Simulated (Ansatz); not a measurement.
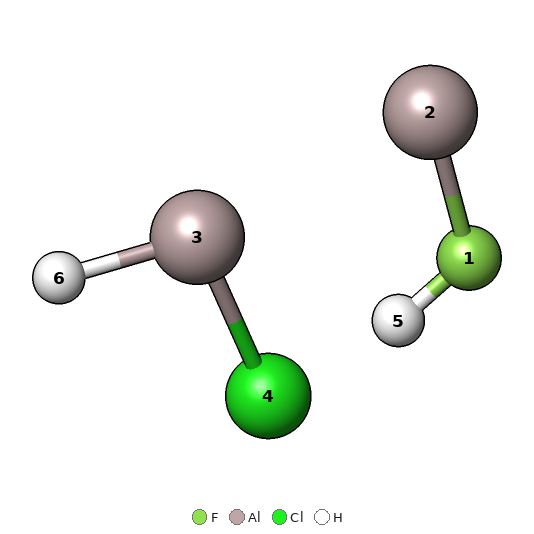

Numbered structure. The geometry was computed by an optimisation with PBE-D4/def2-SVP. No frequency run is at hand to confirm it as a minimum.

### Describe the coordination of atom 3.

Al3 has 2 neighbours (Cl4 at 2.32, H6 at 1.63 Å); the arrangement is bent.

### How are the neighbours of atom 1 arranged?

F1 has 2 neighbours (Al2 at 1.99, H5 at 1.07 Å); the arrangement is bent.
